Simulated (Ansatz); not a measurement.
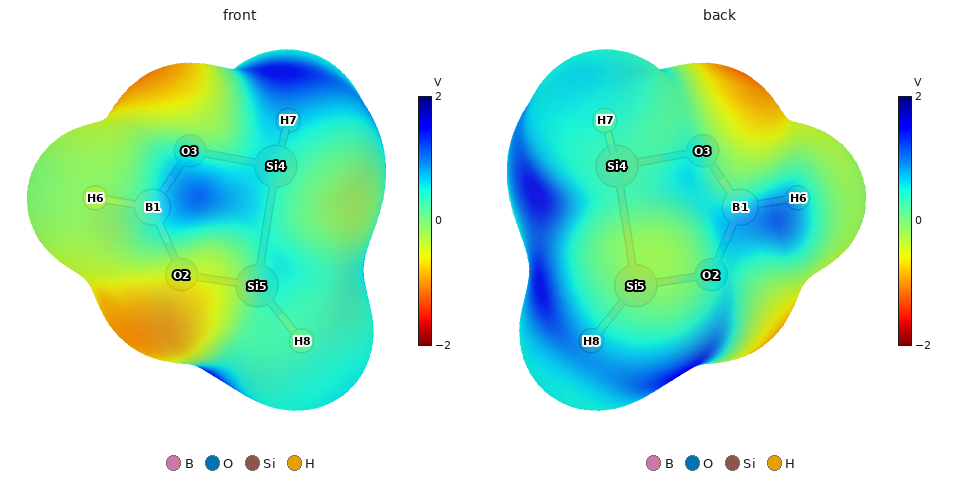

Figure. BH3O2Si2. The molecular electrostatic potential painted on the density surface at 0.002 e/bohr³, seen from the front and from behind; the colour scale runs from red (negative) to blue (positive).

Geometry: r2SCAN-D4/def2-SVP.

Theory: isolated molecule in a Gaussian basis; Kohn-Sham density functional theory, functional PBE0 in Ansatz.

Input

```
crystal:
  periodic: [false, false, false]
  atoms:
    - {symbol: B, position_ang: [-0.783553, -1.242602, 0.265244]}
    - {symbol: O, position_ang: [0.558385, -1.027068, 0.049750]}
    - {symbol: O, position_ang: [-1.646663, -0.172560, 0.205305]}
    - {symbol: Si, position_ang: [-0.968971, 1.390882, 0.087365]}
    - {symbol: Si, position_ang: [1.038254, 0.517694, -0.498641]}
    - {symbol: H, position_ang: [-1.195271, -2.348372, 0.502176]}
    - {symbol: H, position_ang: [-1.887013, 2.196018, -0.777991]}
    - {symbol: H, position_ang: [2.364760, 0.807228, 0.131043]}
basis:
  gaussian:
    orbitals: def2-TZVPD
hamiltonian:
  xc: pbe0
output: {forces: true, orbitals: {seedname: orbitals}}
```

Launched as:

```sh
ansatz run input.yaml --threads 1 --pin off --max-ram 2610MiB --events-out events.jsonl --progress --plain --runs-dir runs
```

Describe the electrostatic potential map.

The most negative region (about −1.1 V, or −25 kcal/mol for a unit charge) lies over O2 and O3, the most positive (about +1.5 V, or +35 kcal/mol for a unit charge) over Si4 and Si5.
